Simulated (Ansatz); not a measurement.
**Run report: GeH$_{4}$SOF$_{2}$, molecular dynamics (part 3 of 3)**

Continued. System: GeH$_{4}$SOF$_{2}$. Method: RKS B3LYP/def2-SVP (Ansatz 0.2.0). It belongs to a series of runs on one base structure; here: dynamics from the highest image of the converged band.

Geometry of the input (Å):
```
Ge -0.0152  -0.2746  0.0612
H  0.3706  0.0654  1.7805
F  1.3126  0.2564  -0.9112
F  -0.9169  1.2054  0.2085
O  -1.3009  -1.2690  -0.6131
H  -0.9727  -2.1591  -0.8113
S  1.3862  -2.2191  0.9017
H  0.3251  -2.8447  1.4705
H  0.8961  -0.7550  1.7302
```

### Log, continued
```
md step   199: t =    99.50 fs  T =  1903.7 K  F+E_penalty+E_count = -74886.63485742 eV  E_kin = 1.722510 eV  conserved = -74884.91234727 eV  (31 SCF iters)
these checks for a lower state are left out or cut short: starts, cluster_reference, orbital_swaps, neighbouring_geometries, increment
1141 factors; integrals over basis functions are off by at most 4.0e-4 eV
mean field -74886.64518241 eV, -2752.0334504624 hartree, gradient 1.1e-5 eV, S^2 0.000000; 0 other end points of the search recorded, 0 dependent functions left out
the calculation of the forces begins
reference -74886.64550107 eV, -2752.0334621728 hartree; 39, 39 occupied and 73, 73 virtual orbitals, 1141 factors
1141 factors; integrals over basis functions are off by at most 4.0e-4 eV
mean field evaluation 1600: about -74886.6452 eV, gradient 1.1e-5 eV
mean field -74886.64518241 eV, -2752.0334504624 hartree, gradient 1.1e-5 eV, S^2 0.000000; 1 other end points of the search recorded, 0 dependent functions left out
the calculation of the forces begins
reference -74886.64550107 eV, -2752.0334621728 hartree; 39, 39 occupied and 73, 73 virtual orbitals, 1141 factors
md step   200: t =   100.00 fs  T =  1914.8 K  F+E_penalty+E_count = -74886.64518241 eV  E_kin = 1.732505 eV  conserved = -74884.91267784 eV  (28 SCF iters)
```

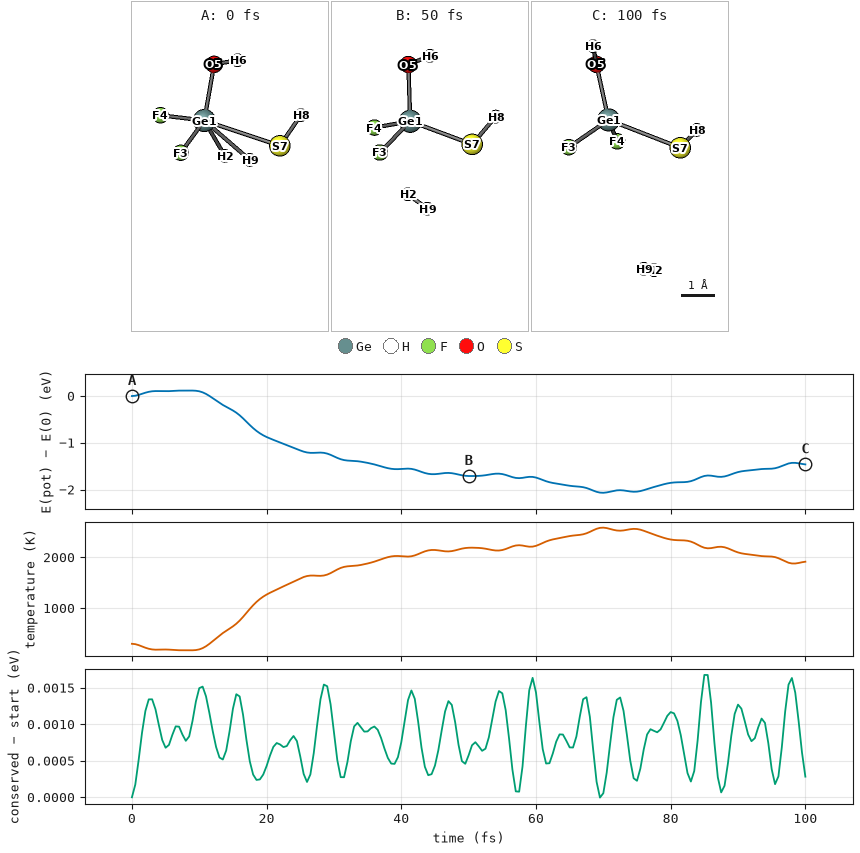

Fig. 1: Frames of the molecular dynamics (ball-and-stick, seen at a tilt) above the curves, on which the letters mark them. The trajectory kept here has 201 frames over 100 fs. The temperature starts at 300 K, ranges from 172 to 2585 K and averages 2264 K over the second half. The potential energy ends 1.461 eV below its first value. The conserved quantity stays within 0.0017 eV. After an unweighted best fit of the last frame on the first, the root-mean-square displacement is 3.70 Å, and H9 has moved furthest (7.18 Å).

```
Total energy: -74886.64550107 eV, -2752.0334621728 hartree
Atom 0 at     0.022947    -0.474885    -0.262674 Å, force     2.069409    -1.024813     1.821421 eV/Å
Atom 1 at    -1.073648     5.175422     8.131720 Å, force    -0.246668     0.294446     0.126324 eV/Å
Atom 2 at     1.081158     0.306950    -1.434131 Å, force    -0.672234    -0.264968     0.699011 eV/Å
Atom 3 at    -0.305237     0.446770     1.192927 Å, force    -0.742454     0.653087    -1.156931 eV/Å
Atom 4 at    -1.432891    -0.976960    -1.060109 Å, force    -0.628031    -0.095775    -0.249599 eV/Å
Atom 5 at    -1.450464    -1.565309    -1.840738 Å, force     0.388862     0.400235     0.465389 eV/Å
Atom 6 at     1.278920    -1.902544     1.189897 Å, force     0.059280     0.164324    -1.823318 eV/Å
Atom 7 at     0.282281    -1.966422     2.074504 Å, force    -0.474812     0.167895     0.244082 eV/Å
Atom 8 at    -1.544739     5.737876     8.373940 Å, force     0.246648    -0.294432    -0.126379 eV/Å
Dipole moment:    -0.313452    -0.398120    -0.320213 e Å
```

### Trajectory as extended XYZ (Å, eV, eV/Å), 11 of the 201 frames kept, from step=0 to step=200
```
9
Properties=species:S:1:pos:R:3:forces:R:3 step=0 time_fs=0.0 energy=-74885.18441 temperature=300.0
Ge   -0.0152   -0.2746    0.0612    0.0000   0.0001   0.0001
H     0.3706    0.0654    1.7805    0.0002  -0.0003   0.0002
F     1.3126    0.2564   -0.9112   -0.0003  -0.0003  -0.0003
F    -0.9169    1.2054    0.2085   -0.0002   0.0003   0.0000
O    -1.3009   -1.2690   -0.6131    0.0001   0.0004  -0.0001
H    -0.9727   -2.1591   -0.8113    0.0003  -0.0004  -0.0001
S     1.3862   -2.2191    0.9017    0.0003   0.0005  -0.0003
H     0.3251   -2.8448    1.4705   -0.0006  -0.0002   0.0003
H     0.8961   -0.7550    1.7302    0.0000  -0.0001   0.0002
9
Properties=species:S:1:pos:R:3:forces:R:3 step=20 time_fs=10.0 energy=-74885.08312 temperature=189.7
Ge   -0.0144   -0.2985    0.0697    0.8645   1.2230  -0.1045
H     0.3286    0.0654    1.8490   -0.1518   0.4434   0.5792
F     1.2983    0.2369   -0.9281   -0.0304   0.1212   0.1495
F    -0.9198    1.2247    0.2080    0.7236  -0.8468   0.3304
O    -1.2806   -1.2163   -0.6273   -0.2593  -1.9395  -0.5983
H    -0.8288   -2.0903   -0.7601   -0.9151   0.5595  -0.1256
S     1.3829   -2.1940    0.8953    1.2103   0.7864  -1.0983
H     0.4125   -2.8994    1.3900   -1.3742  -0.8853   0.6524
H     0.7576   -0.6791    1.8396   -0.0676   0.5382   0.2153
9
Properties=species:S:1:pos:R:3:forces:R:3 step=40 time_fs=20.0 energy=-74886.06001 temperature=1268.2
Ge   -0.0040   -0.3108    0.0762    0.4694  -1.1427  -0.7559
H     0.1654    0.4192    2.3702   -0.2395   0.5092   0.2149
F     1.2839    0.2242   -0.9401    0.1599   0.3521  -0.1426
F    -0.8894    1.2042    0.2240    0.6740  -0.8404   0.6539
O    -1.2946   -1.2202   -0.6667   -0.4010  -1.3393  -0.5673
H    -1.0793   -2.1704   -0.8803   -0.0875   1.3717   0.4008
S     1.3766   -2.1674    0.8769   -0.2791   1.2362  -0.4325
H     0.3815   -2.9368    1.3344   -0.4506  -0.1095   0.2111
H     0.5741   -0.1844    2.1598    0.1545  -0.0374   0.4176
9
Properties=species:S:1:pos:R:3:forces:R:3 step=60 time_fs=30.0 energy=-74886.47341 temperature=1725.6
Ge    0.0121   -0.3370    0.0721   -0.1203  -2.4329  -1.5427
H    -0.0942    1.0714    3.0641   -0.1639   0.1856  -0.0156
F     1.2767    0.2281   -0.9582    0.1705   0.2801  -0.2445
F    -0.8270    1.1451    0.2731    0.0243   0.1649   0.8779
O    -1.3416   -1.2304   -0.7197    0.4343  -0.0259   0.2141
H    -1.2137   -2.1842   -0.9243    0.2481   0.8790   0.3044
S     1.3532   -2.1148    0.8505   -1.7584   0.5027   0.6835
H     0.2511   -2.8569    1.3253    0.9693   0.6638  -0.3305
H     0.3865    0.5117    2.9107    0.1961  -0.2173   0.0534
9
Properties=species:S:1:pos:R:3:forces:R:3 step=80 time_fs=40.0 energy=-74886.74242 temperature=2022.7
Ge    0.0272   -0.3917    0.0479   -0.2687  -0.6218  -2.0164
H    -0.3506    1.7267    3.7039    0.3938  -0.3726   0.0249
F     1.2763    0.2452   -0.9873   -0.1298  -0.0077  -0.0577
F    -0.7609    1.0907    0.3664   -0.0598   0.3622   1.0297
O    -1.3689   -1.2029   -0.7517    0.8076   0.5456   0.5494
H    -1.0864   -2.1145   -0.8740   -0.1302  -0.4257  -0.2458
S     1.3050   -2.0315    0.8323   -1.3072  -0.3656   1.1308
H     0.1908   -2.7118    1.3752    1.0820   0.5272  -0.3747
H     0.2191    1.2056    3.7890   -0.3878   0.3584  -0.0402
9
Properties=species:S:1:pos:R:3:forces:R:3 step=100 time_fs=50.0 energy=-74886.89313 temperature=2189.1
Ge    0.0386   -0.4526   -0.0018   -0.5979   2.7438  -1.3833
H    -0.5512    2.3202    4.3191   -0.0086   0.0004  -0.0200
F     1.2696    0.2620   -1.0200   -0.3114  -0.2460  -0.0413
F    -0.6954    1.0486    0.5091    0.3587  -0.6921   0.5494
O    -1.3514   -1.1665   -0.7596   -0.6211   0.7770  -0.0672
H    -1.1368   -2.0622   -0.9705    0.0412  -1.2786  -0.4563
S     1.2478   -1.9440    0.8359    1.4172  -1.1560   1.2148
H     0.2703   -2.5934    1.4859   -0.2881  -0.1448   0.1877
H     0.0034    1.9463    4.6808    0.0100  -0.0036   0.0162
9
Properties=species:S:1:pos:R:3:forces:R:3 step=120 time_fs=60.0 energy=-74886.92608 temperature=2226.5
Ge    0.0425   -0.4811   -0.0694   -0.7381   2.9032  -0.2684
H    -0.7014    2.8762    4.9565   -0.1885   0.0647  -0.2593
F     1.2492    0.2683   -1.0567   -0.0991  -0.0765  -0.4484
F    -0.6139    0.9751    0.6790    0.3254  -1.0711  -0.1120
O    -1.3554   -1.1548   -0.7883   -1.2881   0.9861  -0.2034
H    -1.3621   -2.0084   -1.1890    0.2813  -1.0938  -0.4652
S     1.2236   -1.8933    0.8803    2.9177  -0.9189   0.5599
H     0.3116   -2.4598    1.6016   -1.3996  -0.7279   0.9386
H    -0.2611    2.7208    5.5459    0.1890  -0.0657   0.2583
9
Properties=species:S:1:pos:R:3:forces:R:3 step=140 time_fs=70.0 energy=-74887.25151 temperature=2584.6
Ge    0.0368   -0.4746   -0.1403   -0.6702   0.2721   0.7955
H    -0.8122    3.4153    5.6375    0.1624   0.0616   0.4730
F     1.2247    0.2719   -1.1165    0.1414   0.2512  -0.8344
F    -0.5177    0.8520    0.8451   -0.0834  -0.4550  -0.3693
O    -1.4274   -1.1477   -0.8547    0.0874   0.1833  -0.2614
H    -1.3479   -1.9601   -1.3864    0.2194   0.3260   0.2401
S     1.2458   -1.8887    0.9668    0.4455  -0.4758   0.3271
H     0.2060   -2.3114    1.7122   -0.1404  -0.1014   0.1029
H    -0.5645    3.5111    6.3663   -0.1622  -0.0619  -0.4736
9
Properties=species:S:1:pos:R:3:forces:R:3 step=160 time_fs=80.0 energy=-74887.03913 temperature=2351.1
Ge    0.0232   -0.4625   -0.2012    0.2732  -0.9307   1.4796
H    -0.8900    3.9639    6.4065   -0.0019   0.0695   0.1463
F     1.2037    0.2858   -1.2149   -0.3622   0.0724  -0.4168
F    -0.4250    0.7057    0.9933   -0.3724   0.1830  -0.4635
O    -1.4952   -1.1180   -0.9300    1.8120  -0.3302  -0.5409
H    -1.1597   -1.8483   -1.5232   -0.7512   0.7737   0.5939
S     1.2781   -1.9022    1.0667   -1.7671   0.0731  -0.0647
H     0.1054   -2.1726    1.8121    1.1677   0.1588  -0.5873
H    -0.9006    4.2916    7.0982    0.0020  -0.0697  -0.1466
9
Properties=species:S:1:pos:R:3:forces:R:3 step=180 time_fs=90.0 energy=-74886.80906 temperature=2097.0
Ge    0.0136   -0.4615   -0.2431    1.4870  -1.1094   1.6748
H    -0.9715    4.5500    7.2482    0.1416  -0.2623  -0.2762
F     1.1639    0.3025   -1.3328   -0.9079  -0.2690   0.3638
F    -0.3509    0.5663    1.1160   -0.5586   0.3894  -0.9173
O    -1.4856   -1.0598   -0.9988    0.9942  -0.4634  -0.7934
H    -1.2670   -1.7419   -1.6993   -0.3398   0.9785   0.9623
S     1.2896   -1.9083    1.1467   -1.6426   0.2755  -0.6196
H     0.1562   -2.0931    1.9610    0.9678   0.1984  -0.6704
H    -1.2330    5.0344    7.7571   -0.1416   0.2622   0.2760
9
Properties=species:S:1:pos:R:3:forces:R:3 step=200 time_fs=100.0 energy=-74886.64518 temperature=1914.8
Ge    0.0229   -0.4749   -0.2627    2.0694  -1.0248   1.8214
H    -1.0736    5.1754    8.1317   -0.2467   0.2944   0.1263
F     1.0812    0.3070   -1.4341   -0.6722  -0.2650   0.6990
F    -0.3052    0.4468    1.1929   -0.7425   0.6531  -1.1569
O    -1.4329   -0.9770   -1.0601   -0.6280  -0.0958  -0.2496
H    -1.4505   -1.5653   -1.8407    0.3889   0.4002   0.4654
S     1.2789   -1.9025    1.1899    0.0593   0.1643  -1.8233
H     0.2823   -1.9664    2.0745   -0.4748   0.1679   0.2441
H    -1.5447    5.7379    8.3739    0.2466  -0.2944  -0.1264
```

### Key numbers

```tsv
quantity	value
outcome	finished
mean temperature over the second half	2264 K
trajectory	200 steps, 100 fs
ensemble	nve
temperature in the input	300.0 K
time step	0.5 fs
potential energy (last step)	−74886.6455 eV
mean-field energy (last step)	−74886.6455 eV
largest force (length of the vector) (last step)	2.941 eV/Å
wall time	5 min (CPU time 18 min)
peak memory	0.28 GiB
```

So short a trajectory is not equilibrated.
